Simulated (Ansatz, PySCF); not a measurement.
CH5N (SMILES CN) with CH4O (SMILES CO) on the geometries of the S66x8 set, where R/Re scales the closest contact. Geometry at R/Re = 1.00 (charge 0, multiplicity 1):
```xyz
13

N     -1.68328    -0.42000    -0.57916
H     -0.69288    -0.63221    -0.60723
H     -2.15827    -1.30954    -0.50232
C     -1.96561     0.38176     0.60908
H     -3.03145     0.59606     0.65886
H     -1.67062    -0.07191     1.56105
H     -1.45283     1.33818     0.52465
O      1.55720    -0.41766    -0.50551
H      1.83923    -0.04771    -1.34537
C      1.94312     0.49392     0.51393
H      1.61993     0.06429     1.45700
H      3.02417     0.63300     0.55297
H      1.46464     1.46752     0.39875
```

Interaction energies with rigid monomers; basis-set methods are counterpoise corrected unless marked otherwise.

Correlated levels freeze the cores. Rows in 6-311+G**, 6-31G* carry no dispersion term and start afresh at each structure (6-31G* with six Cartesian d functions).

Codes used: Ansatz (Gaussian basis) for Hartree–Fock, density functionals and correlated methods; PySCF for 6-311+G** rows, 6-31G* rows, the dispersion terms. Each number belongs to the level named beside it.

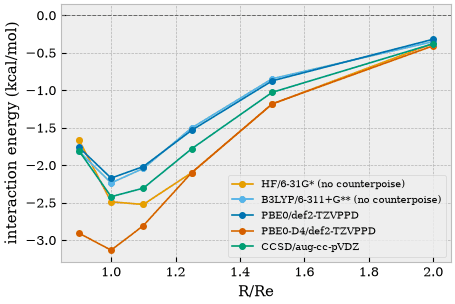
Interaction energy against separation

Problem. Which level binds most strongly at R/Re = 1.00, and by how much?

Solution. PBE0-D4/def2-TZVPPD, -3.1 kcal/mol.

Ansatz is an electronic-structure program.
